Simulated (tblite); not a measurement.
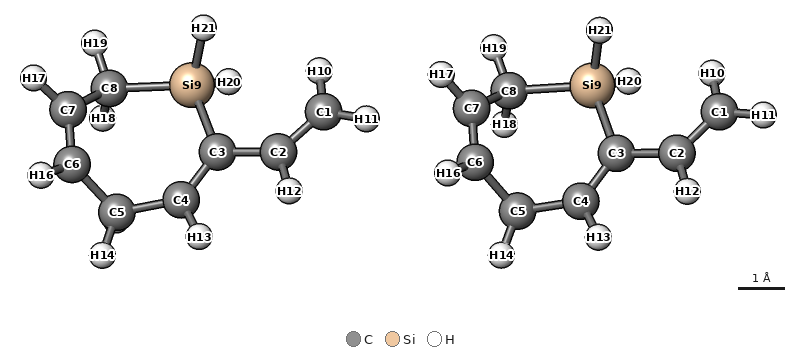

Two geometries of C₈H₁₂Si, drawn at one scale. One is the start of a relaxation, the other its converged end. The picture is a ball-and-stick view, seen from a free direction.

All numbers below come from GFN2-xTB geometry optimisation, gas phase (tblite). 

> Which one is relaxed?

The right one is the relaxed one. Over 48 geometry steps the energy falls by 3.53 kcal/mol. The largest moves after the best rigid fit, 0.21 Å, are those of H atoms. By element the largest moves are H 0.21 Å, C 0.09 Å, Si 0.03 Å. Among the contacts that change: C–Si 1.876 → 1.909 Å, C–C 1.345 → 1.325 Å, C–H 1.096 → 1.080 Å, C–C 1.503 → 1.489 Å. Bond angles that change, for instance: C–C–Si 115.4° → 110.1°, C–C–C 130.5° → 125.9°, C–C–H 114.8° → 118.7°. Cost: 0.75 s on 1 thread of Arm Neoverse N1 (shared host).
